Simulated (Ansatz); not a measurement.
CH$_{5}$GeO$_{2}$ (doublet)

The calculation's input:

```
crystal:
  periodic: [false, false, false]
  atoms:
    - {symbol: C, position_ang: [-0.000273, 1.128783, -0.896064]}
    - {symbol: Ge, position_ang: [0.420920, -0.059505, 0.592991]}
    - {symbol: O, position_ang: [1.013401, -1.559164, -0.188572]}
    - {symbol: O, position_ang: [-1.153430, -0.363129, 1.394937]}
    - {symbol: H, position_ang: [-0.762353, 0.632126, -1.500255]}
    - {symbol: H, position_ang: [-0.386179, 2.075775, -0.521640]}
    - {symbol: H, position_ang: [0.891854, 1.300642, -1.496674]}
    - {symbol: H, position_ang: [1.158957, -2.286311, 0.420783]}
    - {symbol: H, position_ang: [-1.094298, -0.915515, 2.177396]}
basis:
  gaussian: {orbitals: def2-TZVPP}
magnetization: {spin_polarized: true, initial_magnetization: 1}
hamiltonian: {xc: pbe0, dispersion: d4}
output: {orbitals: {seedname: orbitals}}
```

Launched as:

```sh
ansatz run in.yaml --threads 4 --pin off --events-out ev --progress --plain --max-ram 10444MiB
```

Geometry: PBE0-D4/def2-TZVP.

Computed with UKS PBE0-D4/def2-TZVPP (Ansatz).

Question: What can the converged electron density, electron localisation function and spin density tell about the bonding?

Answer: Ge–O (1.79 Å): the density is about 0.96 e/Å³ at the midpoint; the ELF peaks at about 0.85 in the valence shell of O, 0.6 Å from its nucleus, and is about 0.35 at the midpoint.
C–Ge (1.95 Å): ρ at the midpoint is about 0.88 e/Å³; the ELF peaks at about 0.90 between the atoms: localised, covalent bonding.
O–H (0.96 Å): the density is about 3.8 e/Å³ at the midpoint; the ELF climbs to about 1 towards the hydrogen, as it does in any bond to H; an ordinary covalent bond to hydrogen.
C–H (1.09 Å): the density is about 2 e/Å³ at the midpoint; the ELF climbs to about 1 towards the hydrogen (an ordinary covalent bond to hydrogen).
The unpaired spin (1 electron) lies mostly on Ge2 (about 0.6), O3 (about 0.1), O4 (about 0.1) and C1 (about 0.1), in electrons by Hirshfeld's partition.

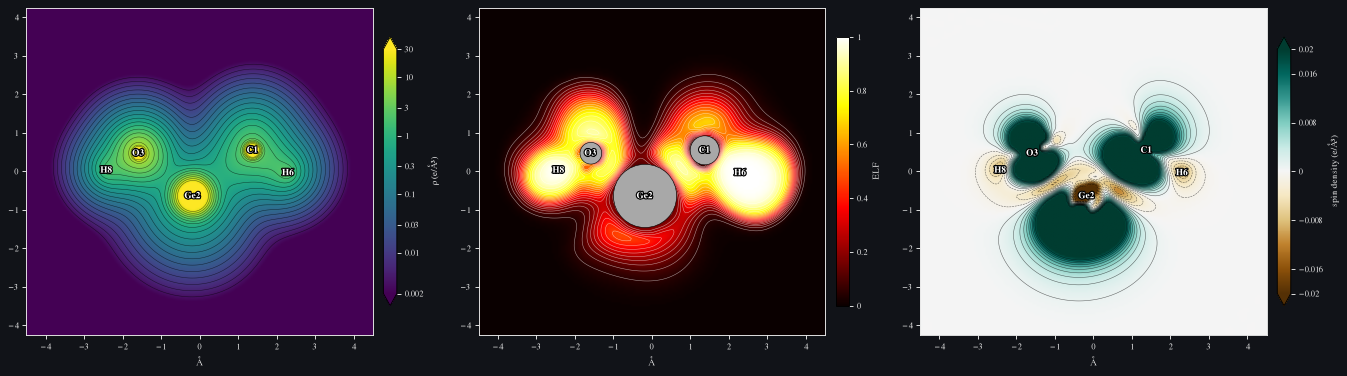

Computed electron density, electron localisation function and spin density on the plane of atoms Ge2, C1 and H6, in this order. Grey discs cover the atomic cores in the ELF map. 
